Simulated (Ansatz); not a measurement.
# C5H2BClF6O3: basis-set convergence

Aim: see how fast density functionals converge with the basis set for C5H2BClF6O3.

Method: one geometry, several basis sets; program: Ansatz 0.2.0, Gaussian basis.

Levels to be run: PBE0-D4/def2-SVP; ωB97M-V/def2-SVP; PBE0-D4/def2-QZVPP; ωB97M-V/def2-QZVPP; the functionals' def2-TZVPP values are taken from earlier runs.

## (1) The geometry

All runs share one geometry, relaxed beforehand with PBE0-D4 in a triple-zeta def2 set.

SMILES `O[B-]1(Cl)OC(C(F)(F)F)=CC(C(F)(F)F)=[O+]1`, 18 atoms, charge 0, spin multiplicity 1.

Atoms are counted from 1 here; the program's logs count them from 0.

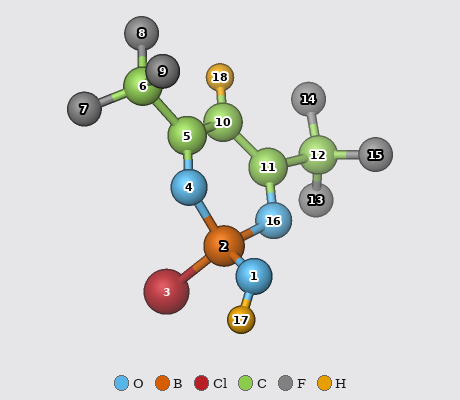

The geometry (oxygen blue, boron orange, chlorine red, carbon green, fluorine grey, hydrogen amber); atoms are numbered from 1 in the order of the file.

## (2) PBE0-D4 in def2-SVP

The input, in.yaml:

```yaml
crystal:
  periodic: [false, false, false]
  atoms:
    - {symbol: O, position_ang: [1.017933, -0.414519, 2.789407]}
    - {symbol: B, position_ang: [0.081378, -0.536980, 1.790291]}
    - {symbol: Cl, position_ang: [-1.482003, -1.409842, 2.192102]}
    - {symbol: O, position_ang: [-0.306413, 0.854665, 1.274137]}
    - {symbol: C, position_ang: [-0.511537, 1.090786, 0.049965]}
    - {symbol: C, position_ang: [-1.058283, 2.492071, -0.225915]}
    - {symbol: F, position_ang: [-2.195417, 2.673538, 0.431329]}
    - {symbol: F, position_ang: [-1.287924, 2.666843, -1.525037]}
    - {symbol: F, position_ang: [-0.181473, 3.405616, 0.173919]}
    - {symbol: C, position_ang: [-0.229775, 0.209467, -0.977975]}
    - {symbol: C, position_ang: [0.451267, -0.934915, -0.604567]}
    - {symbol: C, position_ang: [1.027492, -1.897095, -1.644187]}
    - {symbol: F, position_ang: [0.563185, -3.121571, -1.437146]}
    - {symbol: F, position_ang: [0.695507, -1.521406, -2.876913]}
    - {symbol: F, position_ang: [2.352075, -1.919651, -1.552686]}
    - {symbol: O, position_ang: [0.700186, -1.264407, 0.589513]}
    - {symbol: H, position_ang: [0.744614, -0.813997, 3.615005]}
    - {symbol: H, position_ang: [-0.418512, 0.452995, -2.009338]}
basis:
  gaussian: {orbitals: def2-SVP}
hamiltonian: {xc: pbe0, dispersion: d4}
output: {orbitals: {seedname: orbitals}}
```

Started as:

```console
ansatz run in.yaml --threads 10 --pin off --events-out ev --progress --plain --max-ram 110592MiB --backend cpu
```

After this run come: ωB97M-V in def2-SVP; PBE0-D4 in def2-QZVPP; ωB97M-V in def2-QZVPP.

Before running them: what should the planned runs give, taken together? Wanted: PBE0-D4: double and triple zeta above quadruple; ωB97M-V: double and triple zeta above quadruple.

The runs gave:

| quantity | value |
| --- | --- |
| PBE0-D4: double and triple zeta above quadruple | 39.25, 1.77 eV |
| ωB97M-V: double and triple zeta above quadruple | 39.72, 1.65 eV |

In words: For PBE0-D4 the step from double to triple zeta gains 37.48 eV and the next only 1.77 eV. These are total energies; as a rule much of such shifts cancels in differences, which this series doesn't test.
